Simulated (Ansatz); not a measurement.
# C₄H₆F₂O: basis-set convergence

How large a basis does C₄H₆F₂O need? Two functionals are run in growing sets.

Program: Ansatz 0.2.0, Gaussian basis. Level of theory: one geometry, several basis sets. These are calculated values, not measurements.

Plan: PBE0-D4/def2-SVP; ωB97M-V/def2-SVP; PBE0-D4/def2-QZVPP; ωB97M-V/def2-QZVPP; the functionals' def2-TZVPP values are taken from earlier runs.

**1. The relaxed structure**

The geometry comes from an earlier relaxation with PBE0-D4 in a triple-zeta def2 set; it is a stationary point, not always the lowest conformer.

SMILES `F[C@H]1COC[C@@H]1F`, 13 atoms, charge 0, spin multiplicity 1.

Atoms are counted from 1 here; the program's logs count them from 0.

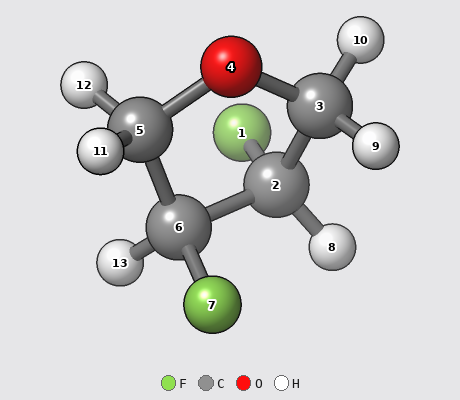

The structure; fluorine green, carbon grey, oxygen red, hydrogen white; atoms are numbered from 1 in the order of the file.

**2. PBE0-D4 in def2-SVP**

The input, in.yaml:

```yaml
crystal:
  periodic: [false, false, false]
  atoms:
    - {symbol: F, position_ang: [-0.289126, -1.730353, 0.948177]}
    - {symbol: C, position_ang: [0.000428, -0.377223, 0.986873]}
    - {symbol: C, position_ang: [1.310834, -0.095383, 0.290751]}
    - {symbol: O, position_ang: [1.018108, 0.030544, -1.090237]}
    - {symbol: C, position_ang: [-0.383426, 0.121025, -1.280724]}
    - {symbol: C, position_ang: [-0.992687, 0.338257, 0.084167]}
    - {symbol: F, position_ang: [-0.975704, 1.682226, 0.415511]}
    - {symbol: H, position_ang: [-0.042898, -0.039824, 2.023665]}
    - {symbol: H, position_ang: [1.741501, 0.838603, 0.670782]}
    - {symbol: H, position_ang: [2.024001, -0.908551, 0.445323]}
    - {symbol: H, position_ang: [-0.612919, 0.951168, -1.953008]}
    - {symbol: H, position_ang: [-0.764792, -0.810535, -1.715396]}
    - {symbol: H, position_ang: [-2.012717, -0.034856, 0.188914]}
basis:
  gaussian: {orbitals: def2-SVP}
hamiltonian: {xc: pbe0, dispersion: d4}
output: {orbitals: {seedname: orbitals}}
```

On the command line:

```sh
ansatz run in.yaml --threads 4 --pin off --events-out ev --progress --plain --max-ram 11315MiB
```

The log of the run:

```text
Functional definition: PBE0
  name "PBE0"
  cite "Adamo & Barone, J. Chem. Phys. 110, 6158 (1999) doi:10.1063/1.478522"
  cite "Perdew, Burke & Ernzerhof, Phys. Rev. Lett. 77, 3865 (1996) doi:10.1103/PhysRevLett.77.3865"
  parent pbe
  parameter a = 0.25
  parameter kappa = 0.804
  parameter beta = 0.06672455060314922
  exchange = (1 - a)*pbe_x(kappa = kappa, mu = beta*pi^2/3) + a*exact_x
  correlation = pbe_c(beta = beta)
1419 factors; their error is unknown
mean field evaluation 1: about -11701.4835 eV, gradient 4.0e1 eV
mean field evaluation 2: about -11701.5170 eV, gradient 4.1e1 eV
mean field evaluation 4: about -11704.8481 eV, gradient 2.4e0 eV
mean field evaluation 8: about -11704.8636 eV, gradient 1.1e-1 eV
mean field evaluation 16: about -11704.8498 eV, gradient 5.2e-5 eV
mean field -11704.84981086 eV, -430.1452967169 hartree, gradient 5.2e-5 eV, S^2 0.000000; 0 other end points of the search recorded, 0 dependent functions left out
reference -11704.84983406 eV, -430.1452975696 hartree; 28, 28 occupied and 100, 100 virtual orbitals, 1419 factors
Total energy: -11705.07189777 eV, -430.1534582604 hartree
```

Run time: 1.4 s. Hardware: 4 threads of Intel Xeon Platinum 8259CL at 2.50GHz, shared host; peak memory 0.33 GiB.

**3. ωB97M-V in def2-SVP**

Changes to in.yaml since step 2:

```diff
@@ -18,3 +18,3 @@
   gaussian: {orbitals: def2-SVP}
-hamiltonian: {xc: pbe0, dispersion: d4}
+hamiltonian: {xc: {name: wB97M-V}}
 output: {orbitals: {seedname: orbitals}}
```

Same command.

The log of the run (excerpt; [...] marks lines left out):

```text
Functional definition: wB97M-V
  name "wB97M-V"
  cite "Mardirossian & Head-Gordon, J. Chem. Phys. 144, 214110 (2016) doi:10.1063/1.4952647"
  cite "Becke, J. Chem. Phys. 107, 8554 (1997) doi:10.1063/1.475007"
  cite "Vydrov & Van Voorhis, J. Chem. Phys. 133, 244103 (2010) doi:10.1063/1.3521275"
  # Of w^i u^j: cxij and so on, Table III.
[...]
  gx(w, u) = 1 - cx + cx01*u + cx10*w
  gss(w, u) = css00 + css04*u^4 + css10*w + css20*w^2 + css43*w^4*u^3
  gos(w, u) = cos00 + cos10*w + (cos20 + cos21*u)*w^2 + (cos60 + cos61*u)*w^6
[...]
      + integral(e_c_pw_mod_opposite_spin*gos(b97_w_opposite, b97_u_opposite)) + vv10(b, c)
1419 factors; their error is unknown
306 factors; integrals over basis functions are off by at most 3.8e-6 eV
[...]
mean field -11713.07814226 eV, -430.4476823187 hartree, gradient 9.4e-6 eV, S^2 0.000000; 0 other end points of the search recorded, 0 dependent functions left out
reference -11713.07817903 eV, -430.4476836700 hartree; 28, 28 occupied and 100, 100 virtual orbitals, 1419 factors
Total energy: -11713.07817903 eV, -430.4476836700 hartree
```

Run time: 4.5 s. Hardware: 4 threads of Intel Xeon Platinum 8259CL at 2.50GHz, shared host; peak memory 0.44 GiB.

**4. PBE0-D4 in def2-QZVPP**

Changes to in.yaml since step 3:

```diff
@@ -17,4 +17,4 @@
 basis:
-  gaussian: {orbitals: def2-SVP}
-hamiltonian: {xc: {name: wB97M-V}}
+  gaussian: {orbitals: "def2-QZVPP.json"}
+hamiltonian: {xc: pbe0, dispersion: d4}
 output: {orbitals: {seedname: orbitals}}
```

Same command.

The log of the run:

```text
Functional definition: PBE0
  name "PBE0"
  cite "Adamo & Barone, J. Chem. Phys. 110, 6158 (1999) doi:10.1063/1.478522"
  cite "Perdew, Burke & Ernzerhof, Phys. Rev. Lett. 77, 3865 (1996) doi:10.1103/PhysRevLett.77.3865"
  parent pbe
  parameter a = 0.25
  parameter kappa = 0.804
  parameter beta = 0.06672455060314922
  exchange = (1 - a)*pbe_x(kappa = kappa, mu = beta*pi^2/3) + a*exact_x
  correlation = pbe_c(beta = beta)
1616 factors; their error is unknown
mean field evaluation 1: about -11713.1493 eV, gradient 5.4e1 eV
mean field evaluation 2: about -11711.2772 eV, gradient 6.3e1 eV
mean field evaluation 4: about -11719.1644 eV, gradient 4.2e0 eV
mean field evaluation 8: about -11719.1941 eV, gradient 6.7e-2 eV
mean field evaluation 16: about -11719.1898 eV, gradient 3.1e-5 eV
mean field -11719.18981540 eV, -430.6722821638 hartree, gradient 3.1e-5 eV, S^2 0.000000; 0 other end points of the search recorded, 0 dependent functions left out
reference -11719.18985262 eV, -430.6722835316 hartree; 28, 28 occupied and 551, 551 virtual orbitals, 1616 factors
Total energy: -11719.41191633 eV, -430.6804442224 hartree
```

It took 12 s on 4 threads of Intel Xeon Platinum 8259CL at 2.50GHz, shared host; peak memory 2.5 GiB.

**5. ωB97M-V in def2-QZVPP**

Changes to in.yaml since step 4:

```diff
@@ -18,3 +18,3 @@
   gaussian: {orbitals: "def2-QZVPP.json"}
-hamiltonian: {xc: pbe0, dispersion: d4}
+hamiltonian: {xc: {name: wB97M-V}}
 output: {orbitals: {seedname: orbitals}}
```

Same command.

The log of the run (excerpt; [...] marks lines left out):

```text
Functional definition: wB97M-V
  name "wB97M-V"
  cite "Mardirossian & Head-Gordon, J. Chem. Phys. 144, 214110 (2016) doi:10.1063/1.4952647"
  cite "Becke, J. Chem. Phys. 107, 8554 (1997) doi:10.1063/1.475007"
  cite "Vydrov & Van Voorhis, J. Chem. Phys. 133, 244103 (2010) doi:10.1063/1.3521275"
  # Of w^i u^j: cxij and so on, Table III.
[...]
  gx(w, u) = 1 - cx + cx01*u + cx10*w
  gss(w, u) = css00 + css04*u^4 + css10*w + css20*w^2 + css43*w^4*u^3
  gos(w, u) = cos00 + cos10*w + (cos20 + cos21*u)*w^2 + (cos60 + cos61*u)*w^6
[...]
      + integral(e_c_pw_mod_opposite_spin*gos(b97_w_opposite, b97_u_opposite)) + vv10(b, c)
1616 factors; their error is unknown
405 factors; integrals over basis functions are off by at most 4.3e-6 eV
[...]
mean field -11727.80278456 eV, -430.9888029423 hartree, gradient 1.9e-5 eV, S^2 0.000000; 0 other end points of the search recorded, 0 dependent functions left out
reference -11727.80284295 eV, -430.9888050881 hartree; 28, 28 occupied and 551, 551 virtual orbitals, 1616 factors
Total energy: -11727.80284295 eV, -430.9888050881 hartree
```

Run time: 27 s. Hardware: 4 threads of Intel Xeon Platinum 8259CL at 2.50GHz, shared host; peak memory 3 GiB.

**6. Functionals by basis**

The def2-TZVPP values come from earlier runs at the same geometry.

```
functional       basis  functions  energy (eV)  from the largest (eV)  HOMO (eV)  LUMO (eV)
   PBE0-D4    def2-SVP        128  -11705.0719                 14.340      -7.51       1.70
   PBE0-D4  def2-TZVPP        301  -11718.7978                  0.614      -7.67       1.29
   PBE0-D4  def2-QZVPP        579  -11719.4119                  0.000      -7.71       0.89
   ωB97M-V    def2-SVP        128  -11713.0782                 14.725      -9.94       3.67
   ωB97M-V  def2-TZVPP        301  -11727.2155                  0.587     -10.09       2.89
   ωB97M-V  def2-QZVPP        579  -11727.8028                  0.000     -10.14       2.02
```

**7. Outcome**

```
                                       quantity           value
PBE0-D4: double and triple zeta above quadruple  14.34, 0.61 eV
ωB97M-V: double and triple zeta above quadruple  14.72, 0.59 eV
```

For PBE0-D4 the step from double to triple zeta gains 13.73 eV and the next only 0.61 eV. Total energies overstate the basis error of differences, where much of it tends to cancel. The LUMO of ωB97M-V is positive and keeps falling with the basis (3.67 to 2.02 eV): an unbound level that the basis holds in place.

For PBE0-D4 the largest set took about 8 times as long as the smallest (12 s against 1.4 s).
